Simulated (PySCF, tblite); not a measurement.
# C4H8NO radical: geometry, infrared bands and EPR parameters

Aim: predict the infrared bands and EPR parameters of C4H8NO radical (`C[CH]NC(C)=O`).

Computed with tblite 0.8.0 and PySCF 2.14.0, with density-fitted response routines of our own, on a single molecule in the gas phase. Atoms count from 0, in the outputs and in this text.

## 1. Starting geometry

14 atoms, charge 0, multiplicity 2; geometry from: force field or distance geometry start.

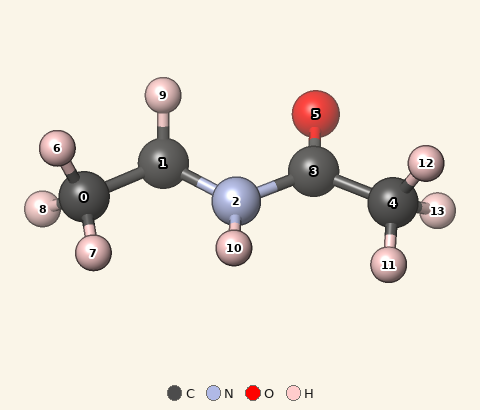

As it starts; carbon dark grey, nitrogen light blue, oxygen red, hydrogen pink, atoms numbered.

## 2. Optimising the geometry with GFN2-xTB

The job: settings as JSON, then the geometry in Å.

```
{"job": {"kind": "relax", "xc": "GFN2-xTB", "basis": "xTB"}, "charge": 0, "multiplicity": 2}
C      2.518300     0.109900    -0.220000
C      1.236900    -0.369600     0.403800
N      0.045400     0.076800    -0.282300
C     -1.206200    -0.354200     0.276100
C     -2.500600     0.005100    -0.289000
O     -1.230800    -1.098200     1.324400
H      2.951000     0.880400     0.461800
H      2.360500     0.569100    -1.208100
H      3.202600    -0.760100    -0.294700
H      1.243500    -0.020700     1.468200
H      0.076100     0.680200    -1.138100
H     -2.437400     0.313300    -1.351600
H     -3.042400     0.824500     0.238100
H     -3.217500    -0.857100    -0.290600
```

Started as:

```sh
> OMP_NUM_THREADS=1 python probes_run.py task.json out
```

This one command runs all jobs of the session in turn.

**Question.** This job is followed by: GFN2-xTB harmonic vibrations, gas phase; UKS B3LYP, pcH-1 on C H N O, non-relativistic, mean-field spin-orbit, GIAO. What will the session give for the following? strongest single infrared mode (GFN2-xTB); zero-point energy (GFN2-xTB); g(iso) (B3LYP); ⟨S²⟩; largest a(iso) (averaged by class); surface potential, least and greatest.

As calculated:

| quantity | value |
| --- | --- |
| strongest single infrared mode (GFN2-xTB) | 1705 cm⁻¹, 521 km/mol |
| zero-point energy (GFN2-xTB) | 71.1 kcal/mol |
| g(iso) (B3LYP) | 2.00292 |
| ⟨S²⟩ | 0.755 (exact 0.75) |
| largest a(iso) (averaged by class) | 13C on C1, 74.8 MHz |
| surface potential, least and greatest | -2.08 V and 2.21 V |

**Reading.** Over 99 steps the energy fell by 1.187 eV; of the close pairs, C1–N2 changed most, 1.446 to 1.359 Å. No mode is imaginary among the 36: a minimum at this level. The strongest single mode, at 1705 cm⁻¹, moves mainly C3 and O5. GFN2-xTB is a fitted tight-binding method: band positions and strengths are rough. Its intensities can rank the bands wrongly. C1 carries the largest spin population, 0.86 e. The isotropic g lies 0.6 ppt above the free-electron value.
